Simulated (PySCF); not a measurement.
C5H8F2Si (SMILES FC(F)[SiH]1CC=CC1)

```yaml
atoms:
  - { symbol: F, position_ang: [2.9191, -0.8067, 0.3967] }
  - { symbol: C, position_ang: [2.0797, -0.1044, -0.4156] }
  - { symbol: F, position_ang: [2.7796, 0.9379, -0.9456] }
  - { symbol: Si, position_ang: [0.5834, 0.5499, 0.5904] }
  - { symbol: C, position_ang: [-0.7150, 1.2319, -0.6045] }
  - { symbol: C, position_ang: [-1.6708, 0.0685, -0.6952] }
  - { symbol: C, position_ang: [-1.5421, -0.9566, 0.1622] }
  - { symbol: C, position_ang: [-0.4419, -0.9223, 1.1932] }
  - { symbol: H, position_ang: [1.7924, -0.7709, -1.2514] }
  - { symbol: H, position_ang: [1.1106, 1.4832, 1.6261] }
  - { symbol: H, position_ang: [-1.2156, 2.1369, -0.2165] }
  - { symbol: H, position_ang: [-0.2961, 1.5131, -1.5853] }
  - { symbol: H, position_ang: [-2.4684, 0.0752, -1.4463] }
  - { symbol: H, position_ang: [-2.2332, -1.8063, 0.1287] }
  - { symbol: H, position_ang: [-0.8435, -0.7782, 2.2119] }
  - { symbol: H, position_ang: [0.1382, -1.8599, 1.2231] }
```

Geometry: PBE0-D3(BJ)/def2-SVP.

Level of theory: B3LYP/def2-SVPD, SCF density, gas phase (PySCF).

**What will maps of the electron density and electron localisation function show?**

C–C (1.34 Å): the density is about 2.3 e/Å³ at the midpoint; the ELF peaks at about 0.95 between the atoms; a multiple bond.
C–H (1.10 Å): ρ at the midpoint is about 1.9 e/Å³; the ELF climbs to about 1 towards the hydrogen, as it does in any bond to H: an ordinary covalent bond to hydrogen.
C–C (1.51 Å): ρ at the midpoint is about 1.7 e/Å³; the ELF peaks at about 0.95 between the atoms, as expected for localised, covalent bonding.

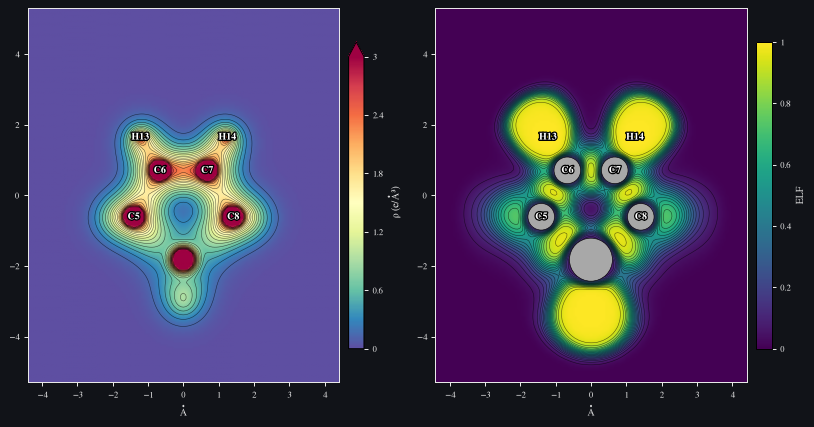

Computed electron density and electron localisation function on the plane of atoms C6, C7 and C8, in this order. Grey discs cover the atomic cores in the ELF map. 
